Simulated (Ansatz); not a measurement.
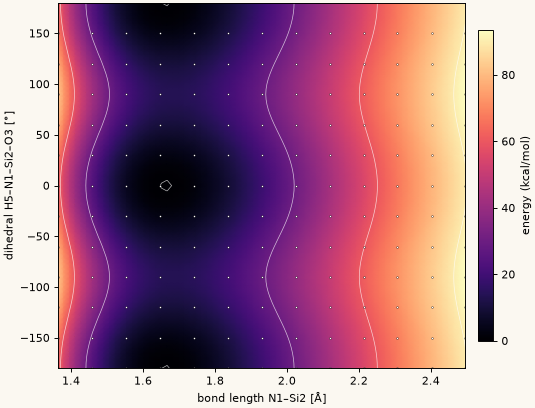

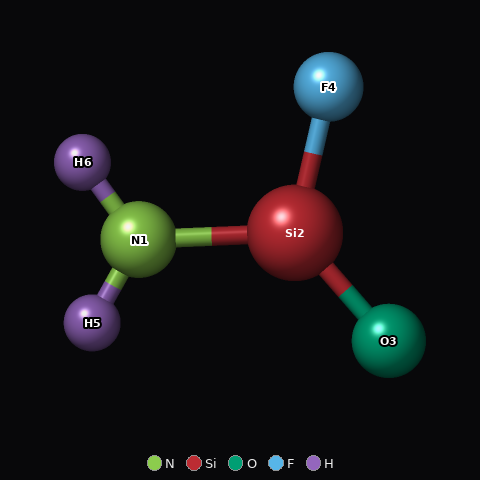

Energy landscape of FH2NOSi, SMILES N[Si](=O)F. 
- The first coordinate is: bond length N1–Si2; the second: dihedral H5–N1–Si2–O3.
- Nothing is relaxed (all other coordinates rigid).
- Grid: 13 × 12 points; 93 points were computed and 63 follow by symmetry.
- Points are written as (first, second).
- Energies are in kcal/mol, from the lowest grid point.
- The reference is spin-restricted, which grows unreliable where a bond is stretched far.
- Level of theory: RKS PBE0-D4/def2-TZVP in Ansatz.

Drawn: a smooth colour map with a few white contour lines, dots at the grid points. Between grid points the surface is interpolated. The second picture is the structure at the lowest point.

> What does the map say about the system?

The lowest grid point is at (1.647 Å, 0°); the map holds 2 wells of about this depth. The highest grid point, (2.496 Å, −90°), lies 93 kcal/mol above the lowest. On the interpolated surface the easiest way out of the lowest well to a well of about the same depth near (1.647 Å, −180°) passes a barrier of about 14 kcal/mol. Round the minimum the two coordinates are nearly uncoupled.

Time for the 93 points that were run: 6.6 min on 1 thread of Arm Neoverse V1, on a shared host.
